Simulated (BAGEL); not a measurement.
# Two attempts at quartet CH3O

Aim: a single-point energy of quartet CH3O at UHF/def2-TZVPP (density fitting with qzvpp-jkfit).

The results are computed with BAGEL 1.2.2.

2 further runs of the same task are left out: 2 set aside as unsound or not needed. Runs told in other sessions of the task aren't counted.

## (1) Starting point

The species is CH3O (5 atoms), meant as a quartet with charge 0. SMILES of the parent species: `[CH2]O`. The shape is that of a PBE0-D4/def2-TZVP optimisation. This is one conformer, not always the lowest. That shape belongs to the parent species and isn't relaxed for this state.

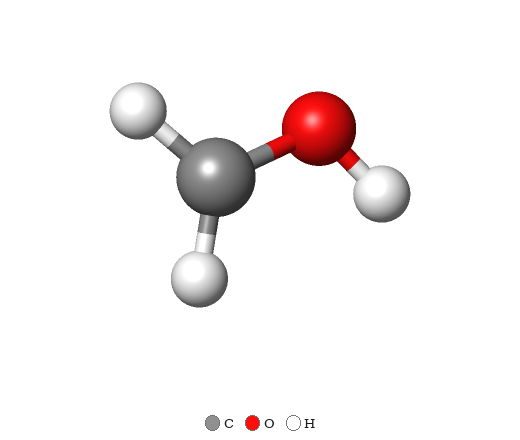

The structure, seen from a chosen angle (carbon grey, oxygen red, hydrogen white).

## (2) The input as first written

File input.json:

```json
{ "bagel" : [

{
  "title" : "molecule",
  "basis" : "tzvpp",
  "df_basis" : "qzvpp-jkfit",
  "angstrom" : true,
  "geometry" : [
    { "atom" : "C", "xyz" : [      -0.327200,      -0.313600,       0.020200 ] },
    { "atom" : "O", "xyz" : [       0.269400,       0.900700,       0.120200 ] },
    { "atom" : "H", "xyz" : [      -1.375200,      -0.266500,      -0.236200 ] },
    { "atom" : "H", "xyz" : [       0.274300,      -1.179600,      -0.230000 ] },
    { "atom" : "H", "xyz" : [       1.208500,       0.785300,       0.284400 ] }
  ]
},

{
  "title" : "rohf",
  "nopen" : 3
},

{
  "title" : "print",
  "file" : "orbitals.molden",
  "orbitals" : true
}

]}
```

Started as:

```bash
BAGEL_NUM_THREADS=1 BAGEL input.json > input.out
```

Log:

```text
* using 1 threads per process

  ===============================================================
  ===============================================================

  *** Geometry ***

  { "atom" : "C", "xyz" : [     -0.618318,     -0.592618,      0.038172 ] },
  { "atom" : "O", "xyz" : [      0.509092,      1.702076,      0.227145 ] },
  { "atom" : "H", "xyz" : [     -2.598751,     -0.503612,     -0.446353 ] },
  { "atom" : "H", "xyz" : [      0.518352,     -2.229121,     -0.434637 ] },
  { "atom" : "H", "xyz" : [      2.283734,      1.484002,      0.537438 ] },

  Number of auxiliary basis functions:      206

  Since a DF basis is specified, we compute 2- and 3-index integrals:
    o Being stored without compression. Storage requirement is 0.018 GB

  Number of basis functions:      104
  Number of electrons      :       17

    * METHOD: MOLECULE                             0.07

  *** Open-shell HF ***

  === Nuclear Repulsion ===
    35.4444485259

      * DIIS with orbital gradients will be used.

  === ROHF iteration (tzvpp) ===
      0       -113.89691106          0.04359987           0.03
      1       -113.94158757          0.04500977           0.04
      2       -113.96845134          0.03951206           0.04
      3       -114.10249455          0.00504775           0.04
      4       -114.11466630          0.00453859           0.04
      5       -114.11999381          0.00454815           0.04
      6       -114.11388924          0.00438884           0.04
      7       -114.09736555          0.00404569           0.04
      8       -114.08232996          0.00534190           0.04
      9       -114.08926501          0.00426311           0.04
     10       -114.09191794          0.00491634           0.04
     11       -114.08866929          0.00476399           0.04
     12       -114.08818381          0.00370722           0.04
     13       -114.09460726          0.00431352           0.04
     14       -114.08868515          0.00455536           0.04
     15       -114.08655347          0.00564843           0.04
     16       -114.08610746          0.00531691           0.04
     17       -114.08864705          0.00437630           0.04
     18       -114.08728118          0.00461645           0.04
     19       -114.09130267          0.00409591           0.04
     20       -114.09645627          0.00398148           0.04
     21       -114.09049407          0.00474707           0.04
     22       -114.09353398          0.00378455           0.04
     23       -114.09792523          0.00349616           0.04
     24       -114.09714482          0.00340656           0.04
     25       -114.09676233          0.00281626           0.04
     26       -114.09047968          0.00231524           0.04
[... 60 lines of this table left out ...]
     87       -114.08519961          0.00090476           0.04
     88       -114.08851567          0.00082620           0.04
     89       -114.08319463          0.00106829           0.04
     90       -114.08416603          0.00105440           0.04
     91       -114.08638011          0.00067449           0.04
     92       -114.08706793          0.00067445           0.04
     93       -114.08696485          0.00067499           0.04
     94       -114.08835205          0.00078927           0.04
     95       -114.08249249          0.00152778           0.04
     96       -114.08428649          0.00118026           0.04
     97       -114.08458715          0.00112474           0.04
     98       -114.08493788          0.00100478           0.04
     99       -114.08776725          0.00073205           0.04
    * Max iteration reached in SCF.

    * S^2 (ROHF) is 3.7501

    * Permanent dipole moment:
           (    0.848496,    -0.500255,    -0.058651) a.u.

    * METHOD: ROHF                                 3.98

    * METHOD: PRINT                                0.03

  ===============================================================
```

Wall time 4.2 s (1 thread of Arm Neoverse V1, shared host).

## (3) What went wrong

The run stopped without converging.

In place of `"title" : "rohf",` the sound input has `"title" : "uhf",`, `"charge" : 0,`. Not every line listed need be part of the cure. The next try takes another reference, UHF in place of ROHF: a different method, not a cure for the first.

## (4) Try two

input.json: that of step 2 with these lines changed.

```diff
@@ -17,3 +17,4 @@
 {
-  "title" : "rohf",
+  "title" : "uhf",
+  "charge" : 0,
   "nopen" : 3
```

Started as:

```bash
BAGEL_NUM_THREADS=1 BAGEL input.json > input.out
```

Log:

```text
* using 1 threads per process

  ===============================================================
  ===============================================================

  *** Geometry ***

  { "atom" : "C", "xyz" : [     -0.618318,     -0.592618,      0.038172 ] },
  { "atom" : "O", "xyz" : [      0.509092,      1.702076,      0.227145 ] },
  { "atom" : "H", "xyz" : [     -2.598751,     -0.503612,     -0.446353 ] },
  { "atom" : "H", "xyz" : [      0.518352,     -2.229121,     -0.434637 ] },
  { "atom" : "H", "xyz" : [      2.283734,      1.484002,      0.537438 ] },

  Number of auxiliary basis functions:      206

  Since a DF basis is specified, we compute 2- and 3-index integrals:
    o Being stored without compression. Storage requirement is 0.018 GB

  Number of basis functions:      104
  Number of electrons      :       17

    * METHOD: MOLECULE                             0.07

  *** Open-shell HF ***

  === Nuclear Repulsion ===
    35.4444485259

      * DIIS with orbital gradients will be used.

  === UHF iteration (tzvpp) ===
      0       -113.89691106          0.04359987           0.03
      1       -113.95721991          0.04354110           0.04
      2       -113.99743866          0.03683329           0.04
      3       -114.11246239          0.00453698           0.04
      4       -114.12554447          0.00439306           0.04
      5       -114.13268609          0.00433674           0.04
      6       -114.14799020          0.00381723           0.04
      7       -114.16699909          0.00295887           0.03
      8       -114.16139690          0.00375219           0.04
      9       -114.16665490          0.00333343           0.04
     10       -114.16830314          0.00369427           0.04
     11       -114.17056551          0.00154736           0.04
     12       -114.17240337          0.00152397           0.04
     13       -114.17619334          0.00147322           0.03
     14       -114.18306847          0.00125711           0.04
     15       -114.18664356          0.00100793           0.04
     16       -114.19052333          0.00257813           0.04
     17       -114.19082172          0.00225284           0.04
     18       -114.19197986          0.00091753           0.03
     19       -114.19240473          0.00035477           0.04
     20       -114.19244492          0.00006679           0.04
     21       -114.19244883          0.00003341           0.03
     22       -114.19244939          0.00002224           0.04
     23       -114.19245004          0.00001387           0.04
     24       -114.19245058          0.00000669           0.04
     25       -114.19245071          0.00000294           0.04
     26       -114.19245073          0.00000149           0.04
     27       -114.19245073          0.00000078           0.04
     28       -114.19245074          0.00000039           0.03
     29       -114.19245074          0.00000019           0.04
     30       -114.19245074          0.00000012           0.04
     31       -114.19245074          0.00000008           0.04
     32       -114.19245074          0.00000006           0.04
     33       -114.19245074          0.00000005           0.04
     34       -114.19245074          0.00000003           0.04
     35       -114.19245074          0.00000002           0.04
     36       -114.19245074          0.00000001           0.04
    * SCF iteration converged.

    * S^2 (UHF) is 3.7665

    * Permanent dipole moment:
           (    1.545347,     0.564703,     0.364466) a.u.

    * METHOD: UHF                                  1.43

    * METHOD: PRINT                                0.03

  ===============================================================
```

It took 1.7 s on 1 thread of Arm Neoverse V1, shared host.

## (5) What came out

Level: UHF/def2-TZVPP (density fitting with qzvpp-jkfit).

| quantity | value |
| --- | --- |
| total energy | -114.19245 Eh |
| dipole moment | 4.28 D |
| ⟨S²⟩ | 3.767 |
